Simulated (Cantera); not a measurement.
A closed system holds: 1 mol B2O3, 1.9 mol H2, 0.49 mol N2, held at 0.590 bar.

These are equilibrium values from Cantera (NASA tables, ideal gas, pure condensed phases), not measurements of a reactor. Candidate condensed phases: B, BN, B2O3, B3O3H3, H2O; 39 gas species. Mutual solubility and eutectic melting of coexisting phases are not modelled. Gases not in the tables: H3BO3. Kinetics and transport are ignored.

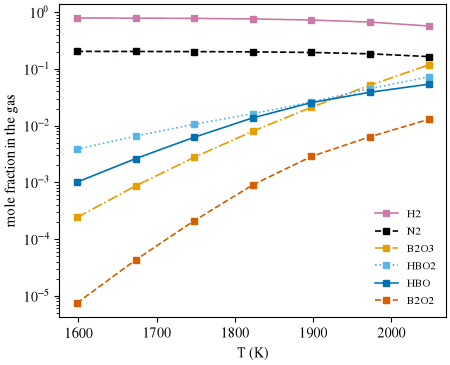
Fig. 1. Equilibrium gas composition (values under 1e-9 drawn at 1e-9)

### Question
Read off the mole fractions at 2048 K.

### Answer
H2 about 0.57, N2 about 0.16, B2O3 about 0.12, HBO2 about 0.072, HBO about 0.054, B2O2 about 0.013.
